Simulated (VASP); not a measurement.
Band structure of BeS (zinc blende). Calculation: PBE GGA, VASP's PBE PAW potentials (set 64) (plane waves; VASP).

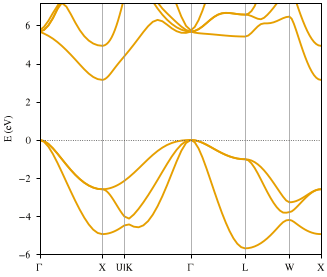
Figure: Bands along high-symmetry lines, zero at the valence-band maximum or, without a gap, the Fermi level

Problem. Read the plot: is there a gap, and where are the band edges?

Solution. The gap is indirect, 3.15 eV, from the valence maximum at Γ to the conduction minimum at X. (Edges off the drawn lines would not show.)

The compound is BeS in the zinc blende structure. It was relaxed first.
